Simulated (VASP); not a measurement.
Band structure of Yb (fcc). All values below come from PBE GGA with D3 dispersion (Becke-Johnson damping), VASP's PBE PAW potentials (set 64) (plane waves; VASP).

The 4f electrons are frozen in the core of the lanthanide potential, so 4f levels, which can set the real gap, and their magnetism are missing.

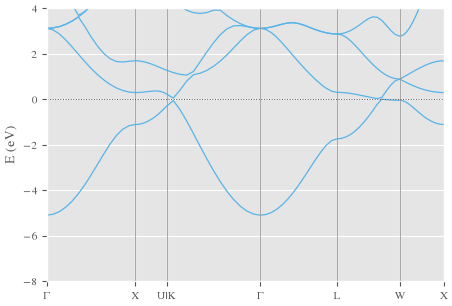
Fig. 1. Bands along high-symmetry lines, zero at the valence-band maximum or, without a gap, the Fermi level

Question: Read the plot: is there a gap, and where are the band edges?

Answer: The gap is indirect, 0.03 eV, from the valence maximum at L-W at 0.71 to the conduction minimum at L-W at 0.64. (Edges off the drawn lines would not show.)

The compound is Yb in the fcc structure. It was relaxed first, which changed the volume by -10 %.
